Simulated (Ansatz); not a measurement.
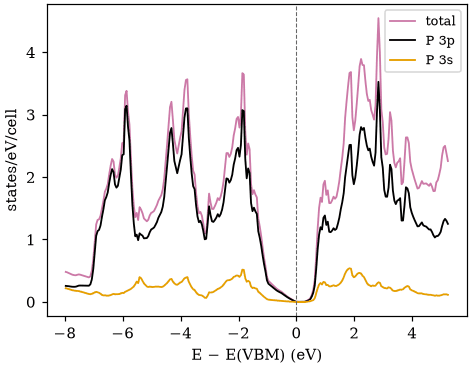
Figure. Total and projected density of states of P (black phosphorus, Cmce), plane-wave PAW r²SCAN (Ansatz code)

Task: Which orbitals carry the states next to the gap?

Result: Top 1 eV of the valence band: P 3p 87 %, P 3s 10 %. Bottom 1 eV of the conduction band: P 3p 72 %, P 3s 17 %, outside the projected shells 12 %. Projections are on Löwdin-orthogonalised atomic valence shells; empty p or d shells of many metals are not among them.

Task: Where is the tallest occupied peak in this window, and what makes it?

Result: Near -1.9 eV, about 3.7 states/eV per cell; the largest projected share is P 3p.

The cell was relaxed with r²SCAN under the symmetry of its start. A crystal of weakly bound layers computed without a dispersion correction: the cell and the soft elastic constants depend strongly on that.

Potentials: the earlier of the program's two PAW sets.
